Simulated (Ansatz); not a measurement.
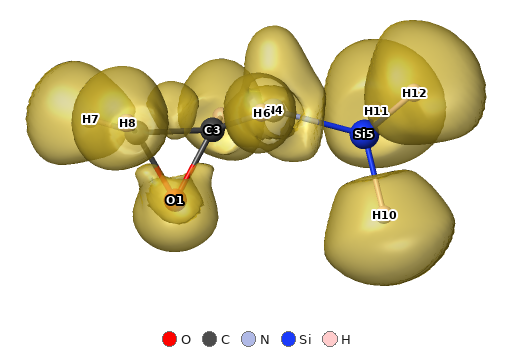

The picture shows: C2H7NOSi. Isosurface of the electron localisation function at 0.75 (yellow), seen from one side. Only the valence region is drawn (cores and ρ < 0.01 e/Å³ removed).

Method: Ansatz, RKS revPBE/6-31G*.

```xyz
12

O    -0.1977    1.7203   -0.2200
C     0.6533    1.5943    0.9479
C     0.5938    0.5027   -0.0420
N    -0.0519   -0.7413    0.2236
Si   -0.5884   -1.8117   -1.0796
H    -0.6679   -0.6965    1.0399
H     1.5221    2.2701    0.9885
H     0.1268    1.4771    1.9093
H     1.4068    0.4032   -0.7750
H    -1.7638   -1.3388   -1.8967
H     0.5781   -1.9878   -2.0065
H    -0.9617   -3.1152   -0.4382
```

### Describe the localisation domains.

The surface consists of one region between bonded C–C atoms (shared pairs), six regions around hydrogen nuclei, one region on O in which the atom's valence shell and bonds are merged and one joined region spread over several atoms (H, N), in which their bonds and any lone pairs are merged. Along the contacts the grid gives the following. C–N (1.43 Å): the ELF peaks at about 0.90 between the atoms (localised, covalent bonding). C–O (1.45 Å): the ELF peaks at about 0.80 between the atoms: a polar covalent bond.
